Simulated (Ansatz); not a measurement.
Take ZnGeP2 in the chalcopyrite structure (space group I-42d, No. 122; a = 5.374 Å, c = 10.625 Å) as the base.

Now apply this change: cell and atoms relaxed at a pressure of 2.1 GPa.

Method: DFT with LDA, PAW potentials and a 420 eV plane-wave cutoff in Ansatz (a first-principles code), no SOC.

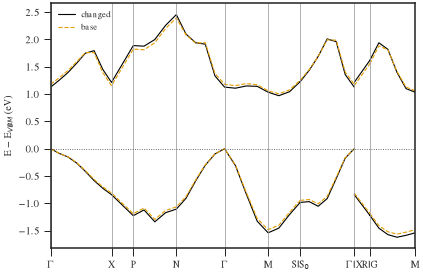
Figure. Highest valence and lowest conduction band along the path, each from its own valence-band maximum

The gap is 0.97 eV, indirect, Γ → M–S (33 % along); the base has 1.00 eV.

Load acts through the strain it causes; cell and atoms are relaxed under it. Whether these cells are dynamically stable was not tested.
